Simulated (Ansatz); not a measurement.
**TiW14: geometry relaxation (part 2 of 2)**

TiW14 (defect cell, 15 atoms in the cell); DFT PBE, scalar-relativistic, plane waves, PAW, PAW set soft_1, no spin polarisation (Ansatz 0.2.0); cutoff 420 eV, 3×3×3 k-mesh, Gaussian smearing of 0.05 eV. It belongs to a series of runs on one base structure; here: end point A relaxed.

Geometry of the input (Å; fractional positions):
```
6.3200  0.0000  0.0000
0.0000  6.3200  0.0000
0.0000  0.0000  6.3200
Ti 0.0036  -0.0032  0.0068
W  0.5036  0.0048  -0.0119
W  0.0013  0.5032  -0.0078
W  0.0029  -0.0060  0.4995
W  0.2465  0.2501  0.2552
W  0.4987  0.5030  0.0020
W  0.4964  0.0049  0.5062
W  0.7448  0.2481  0.2477
W  -0.0005  0.4991  0.4910
W  0.2536  0.2494  0.7544
W  0.4935  0.5016  0.5072
W  0.7559  0.7535  0.2495
W  0.7510  0.2540  0.7477
W  0.2471  0.7476  0.7526
W  0.7447  0.7548  0.7529
```

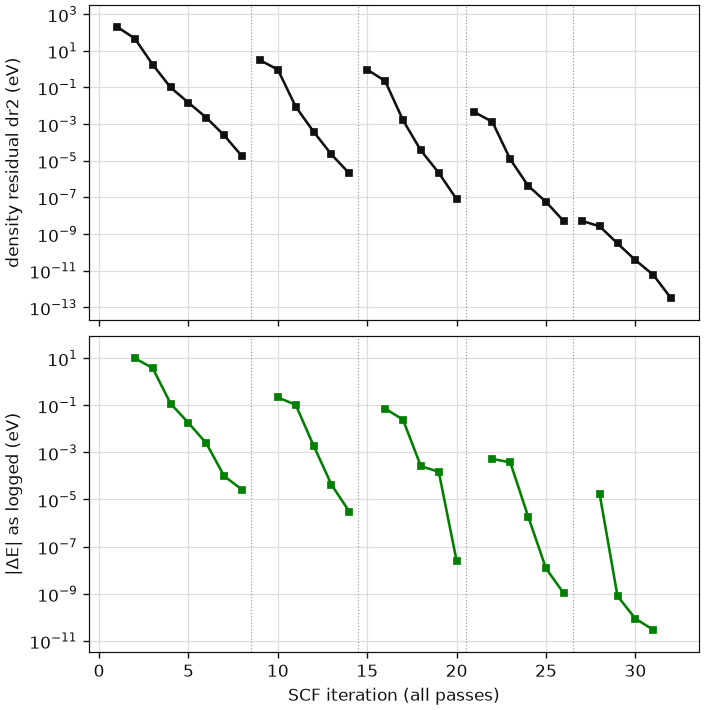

*Convergence of the self-consistent field: density residual dr2 and size of the energy change against the SCF iteration. The dotted lines part the SCF passes of the relaxation: geometry steps, rejected trials and re-solves on a re-selected basis.*

The 5 passes take 6 to 8 iterations each, 32 in all.

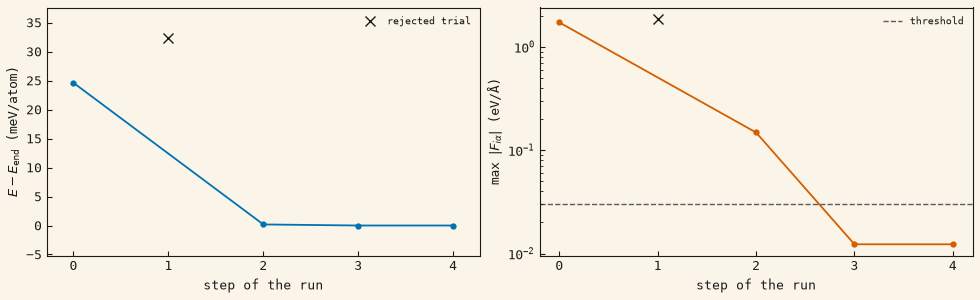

*Progress of the relaxation, step by step (the first geometry is step 0 here and step 1 in the log).*

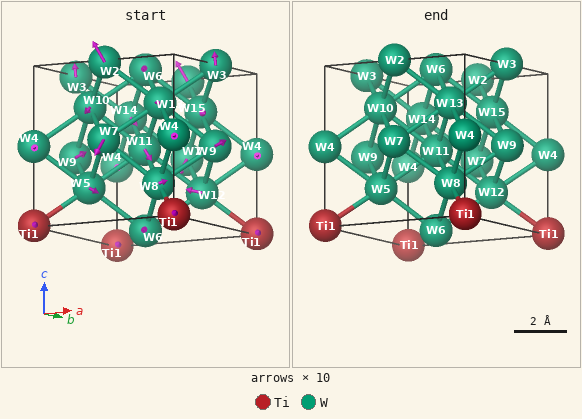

*Before (left) and after (right) the relaxation, at one scale (ball-and-stick view of the cell of the calculation, seen at an oblique angle). The pink arrows give the displacements, magnified 10 times.*

The largest move is that of W2, 0.096 Å. By element the largest moves are W 0.096 Å, Ti 0.033 Å. The lattice vectors keep their values. Among the contacts that change: W11–W12 2.818 → 2.708 Å, W7–W12 2.801 → 2.710 Å, W2–W15 2.651 → 2.741 Å, W3–W14 2.663 → 2.741 Å. Over 4 geometry steps the energy falls by 24.6 meV per atom. Largest force component: 1.7 eV/Å at the start, 0.012 eV/Å at the end. The line search rejected the trial step at point 1 (counted from 0) and went back. (Atoms are counted from 1 in the order of the input.)

```
SCF converged after 6 iterations
Free energy (F): -147899.671061 eV
Harris-Foulkes:  -147899.671061 eV  (|F-HF|=0.00e0)
Internal energy: -147899.659972 eV  (E = F + TS)
E sigma→0 (E₀):  -147899.665516 eV
Entropy (-TS):   -0.011089 eV (-0.739 meV/atom)
Fermi energy:    20.084540 eV
--- Per-component energies (eV) ---
  E_band       = -1631.739800
  E_kinetic    = 6174.044360
  E_local      = -9858.971508  (includes V_loc(G=0)·N_el)
  E_nonlocal   = -293.810872
  E_hartree    = 4085.878771
  E_xc         = -3858.155110
  E_vxc        = -3376.572196  (∫ρ·V_xc dr)
  E_paw        = -121131.452518  (= ΣΔE_a)
  E_vpaw       = -2448.189132  (= ΣTr[D̂ρ^β])
  E_aug_tail   = 0.001992  (compensation charges beyond the density's cutoff)
  E_ewald      = -23017.195087
  E_smearing   = -0.011089  (= −TS)
  E_closure    = 0.000000  (closes the sum)
  Σ components = -147899.671061   (vs F -147899.671061, Δ=0.00e0)
--- Forces (eV/Å), atoms counted from 1 ---
  atom   1  Ti    -0.01093298     0.00988715    -0.00715393
  atom   2  W      0.01098746     0.00140495    -0.00179234
  atom   3  W     -0.00341572    -0.01034054    -0.00358225
  atom   4  W     -0.00784017     0.00084581     0.01229896
  atom   5  W      0.00684328    -0.00146315    -0.00707111
  atom   6  W      0.00081553    -0.00803433     0.00463048
  atom   7  W      0.00287012    -0.00422408     0.00327518
  atom   8  W      0.00168477     0.00082784     0.00418886
  atom   9  W      0.00005902    -0.00285526     0.00698257
  atom  10  W     -0.00097176     0.00250069     0.00228193
  atom  11  W     -0.00723288     0.00301364    -0.00620865
  atom  12  W     -0.00314702     0.00624969    -0.00424128
  atom  13  W      0.00554746    -0.00460645     0.00166855
  atom  14  W     -0.00197419     0.00323606    -0.00689083
  atom  15  W      0.00670737     0.00355770     0.00161420
  max |Σ_I F_I| component: 3.49e-7 eV/Å
--- Relaxed structure (5 steps of the walk, 4 accepted, 0 SCFs on fresh bases) ---
  F+E_penalty+E_count = -147899.67106086 eV   max|allowed force component| = 1.230e-2 eV/Å
  atoms:
    - { symbol: Ti, position: [0.007267336350244817, -0.006734494873245521, 0.007891292952180957] }
    - { symbol: W, position: [0.4976476758632544, 6.107069257781503e-5, 0.0011860088831544052] }
    - { symbol: W, position: [0.000523190302077922, 0.5028811344609311, 0.0011782969051607104] }
    - { symbol: W, position: [0.0005756531164173038, 4.757893860154604e-5, 0.49830351908987436] }
    - { symbol: W, position: [0.25119280235818925, 0.2542489968818781, 0.2519749492794868] }
    - { symbol: W, position: [0.49475543972689434, 0.5058728750019272, 0.0044221301087912475] }
    - { symbol: W, position: [0.4947508076987313, -0.003181044664543689, 0.49539601758281837] }
    - { symbol: W, position: [0.7500537975371647, 0.25043756903522413, 0.24953673048168631] }
    - { symbol: W, position: [0.0037886496463020885, 0.505817988756526, 0.49536924039766345] }
    - { symbol: W, position: [0.2489324791793536, 0.2504363108441288, 0.7507480352799349] }
    - { symbol: W, position: [0.4985411853239444, 0.5020639060123776, 0.4991891636845905] }
    - { symbol: W, position: [0.7463898938749042, 0.7492377181963498, 0.2519585436189346] }
    - { symbol: W, position: [0.7474959953330689, 0.2530452227561016, 0.7481650826579865] }
    - { symbol: W, position: [0.2512542492663469, 0.749254972998341, 0.7470652900405551] }
    - { symbol: W, position: [0.7500305444231057, 0.7516122949628246, 0.7507362990371812] }
```

Trajectory as extended XYZ (Å, eV, eV/Å), 5 frames, from step=1 to step=5
```
15
Lattice="6.3200 0.0000 0.0000 0.0000 6.3200 0.0000 0.0000 0.0000 6.3200" Properties=species:S:1:pos:R:3:forces:R:3 step=1 energy=-147899.30194
Ti    0.0228   -0.0201    0.0430    0.3964  -0.1873   0.0496
W     3.1830    0.0304   -0.0755   -0.4123  -0.5271   1.7249
W     0.0083    3.1802   -0.0490    0.0077  -0.1182   1.0169
W     0.0182   -0.0377    3.1567   -0.0176   0.2724  -0.2005
W     1.5580    1.5806    1.6128    0.5183   0.4142  -0.2230
W     3.1518    3.1792    0.0130   -0.3106   0.4536   0.7531
W     3.1370    0.0310    3.1992   -0.1272  -0.8873  -1.3070
W     4.7073    1.5679    1.5654    0.2287   0.4034   0.2534
W    -0.0030    3.1544    3.1033    0.3013   0.5207   0.1338
W     1.6026    1.5765    4.7679   -0.6490   0.0499  -0.2576
W     3.1190    3.1702    3.2058    0.3879   0.3640  -1.1225
W     4.7775    4.7622    1.5768   -1.0046  -0.6191   0.4161
W     4.7463    1.6055    4.7258   -0.0474   0.1523  -0.2010
W     1.5616    4.7246    4.7562    0.2151   0.0735  -0.5693
W     4.7067    4.7706    4.7585    0.5129  -0.3647  -0.4671
15
Lattice="6.3200 0.0000 0.0000 0.0000 6.3200 0.0000 0.0000 0.0000 6.3200" Properties=species:S:1:pos:R:3:forces:R:3 step=2 energy=-147899.18483 accepted=F
Ti    0.0597   -0.0591    0.0688   -0.2722   0.2440  -0.3869
W     3.1372   -0.0384    0.1010    0.1319   0.6761  -1.7333
W     0.0210    3.1808    0.0542   -0.2800  -0.1021  -1.0657
W     0.0111   -0.0033    3.1142   -0.1904   0.3056   0.8301
W     1.6053    1.6329    1.5937   -0.5795  -0.4026  -0.1079
W     3.1033    3.2392    0.0841    0.3316  -0.7352  -1.4220
W     3.1138   -0.0701    3.0450    0.0931   0.9518   1.6202
W     4.7443    1.6173    1.5922    0.2178  -0.7625  -0.3661
W     0.0445    3.2161    3.1170   -0.2085  -0.4156   0.6321
W     1.5784    1.5688    4.7384    0.0281   0.1180   0.0705
W     3.1522    3.2110    3.0811   -0.1570  -0.9159   1.8713
W     4.6922    4.6974    1.6257    0.8235   1.0021  -0.9572
W     4.7017    1.6096    4.7187    0.1408  -0.2104   0.2331
W     1.5876    4.7294    4.6972   -0.0767   0.1171   0.3049
W     4.7447    4.7440    4.7284   -0.0025   0.1296   0.4769
15
Lattice="6.3200 0.0000 0.0000 0.0000 6.3200 0.0000 0.0000 0.0000 6.3200" Properties=species:S:1:pos:R:3:forces:R:3 step=3 energy=-147899.66831
Ti    0.0433   -0.0408    0.0478    0.0175  -0.0142   0.0235
W     3.1494   -0.0011    0.0087   -0.0765   0.0146  -0.0223
W     0.0053    3.1741    0.0096   -0.0266   0.0715  -0.0345
W     0.0061    0.0015    3.1532   -0.0610  -0.0052  -0.0739
W     1.5860    1.6111    1.5905    0.0257  -0.0664   0.0103
W     3.1307    3.1981    0.0260   -0.0629  -0.0053   0.0049
W     3.1252   -0.0191    3.1337    0.0254  -0.0121  -0.0453
W     4.7362    1.5835    1.5826    0.0719  -0.0195  -0.0546
W     0.0248    3.1964    3.1307   -0.0374   0.0077  -0.0148
W     1.5762    1.5828    4.7430   -0.0227  -0.0034   0.0535
W     3.1506    3.1712    3.1551    0.0035   0.0355  -0.0128
W     4.7121    4.7367    1.5911    0.0791  -0.0194   0.0272
W     4.7275    1.5966    4.7337   -0.0228   0.0287  -0.0413
W     1.5837    4.7358    4.7111    0.0742  -0.0190   0.1485
W     4.7399    4.7486    4.7429    0.0125   0.0064   0.0314
15
Lattice="6.3200 0.0000 0.0000 0.0000 6.3200 0.0000 0.0000 0.0000 6.3200" Properties=species:S:1:pos:R:3:forces:R:3 step=4 energy=-147899.67106
Ti    0.0459   -0.0426    0.0499   -0.0109   0.0099  -0.0072
W     3.1451    0.0004    0.0075    0.0110   0.0014  -0.0018
W     0.0033    3.1782    0.0074   -0.0034  -0.0103  -0.0036
W     0.0036    0.0003    3.1493   -0.0078   0.0008   0.0123
W     1.5875    1.6069    1.5925    0.0068  -0.0015  -0.0071
W     3.1269    3.1971    0.0279    0.0008  -0.0080   0.0046
W     3.1268   -0.0201    3.1309    0.0029  -0.0042   0.0033
W     4.7403    1.5828    1.5771    0.0017   0.0008   0.0042
W     0.0239    3.1968    3.1307    0.0001  -0.0029   0.0070
W     1.5733    1.5828    4.7447   -0.0010   0.0025   0.0023
W     3.1508    3.1730    3.1549   -0.0072   0.0030  -0.0062
W     4.7172    4.7352    1.5924   -0.0031   0.0063  -0.0042
W     4.7242    1.5992    4.7284    0.0055  -0.0046   0.0017
W     1.5879    4.7353    4.7215   -0.0020   0.0032  -0.0069
W     4.7402    4.7502    4.7447    0.0067   0.0036   0.0016
15
Lattice="6.3200 0.0000 0.0000 0.0000 6.3200 0.0000 0.0000 0.0000 6.3200" Properties=species:S:1:pos:R:3:forces:R:3 step=5 energy=-147899.67106
Ti    0.0459   -0.0426    0.0499   -0.0109   0.0099  -0.0072
W     3.1451    0.0004    0.0075    0.0110   0.0014  -0.0018
W     0.0033    3.1782    0.0074   -0.0034  -0.0103  -0.0036
W     0.0036    0.0003    3.1493   -0.0078   0.0008   0.0123
W     1.5875    1.6069    1.5925    0.0068  -0.0015  -0.0071
W     3.1269    3.1971    0.0279    0.0008  -0.0080   0.0046
W     3.1268   -0.0201    3.1309    0.0029  -0.0042   0.0033
W     4.7403    1.5828    1.5771    0.0017   0.0008   0.0042
W     0.0239    3.1968    3.1307    0.0001  -0.0029   0.0070
W     1.5733    1.5828    4.7447   -0.0010   0.0025   0.0023
W     3.1508    3.1730    3.1549   -0.0072   0.0030  -0.0062
W     4.7172    4.7352    1.5924   -0.0031   0.0063  -0.0042
W     4.7242    1.5992    4.7284    0.0055  -0.0046   0.0017
W     1.5879    4.7353    4.7215   -0.0020   0.0032  -0.0069
W     4.7402    4.7502    4.7447    0.0067   0.0036   0.0016
```

Key numbers

| quantity | value |
| --- | --- |
| outcome | converged |
| electrons treated | 208 |
| free energy | −147899.6711 eV |
| Fermi energy | 20.085 eV |
| final volume | 252.44 Å³ |
| largest force (length of the vector) at the end | 0.016 eV/Å |
| wall time | 60 s (CPU time 4 min) |
| peak memory | 1 GiB |

Notes

Spin–orbit coupling is left out, which matters for W.
